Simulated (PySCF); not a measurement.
C4H9O, SMILES CC(C)(C)[O], doublet at its PBE0/def2-SVP optimised geometry (Å):

```
14

C      0.7000     0.8621    -1.2273
C      0.1509     0.0951     0.0000
C      0.6794    -1.3436     0.0000
C     -1.3811     0.1372     0.0035
O      0.6600     0.8016     1.0574
H      0.3414     0.3651    -2.1411
H      0.3463     1.9025    -1.2211
H      1.7989     0.8587    -1.2235
H      0.3221    -1.9025    -0.8785
H      0.3376    -1.8710     0.9035
H      1.7791    -1.3436     0.0000
H     -1.7317     1.1794     0.0066
H     -1.7989    -0.3778    -0.8751
H     -1.7700    -0.3569     0.9068
```

Level of theory: unrestricted PBE0/def2-TZVP (PySCF).

Map of the Laplacian of the electron density (e/bohr⁵) on the plane z = 0.6 Å:

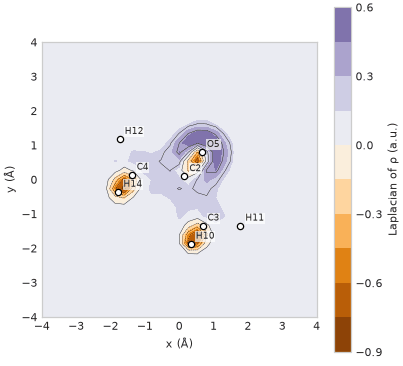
Laplacian of the electron density (e/bohr⁵) on the plane z = 0.6 Å.
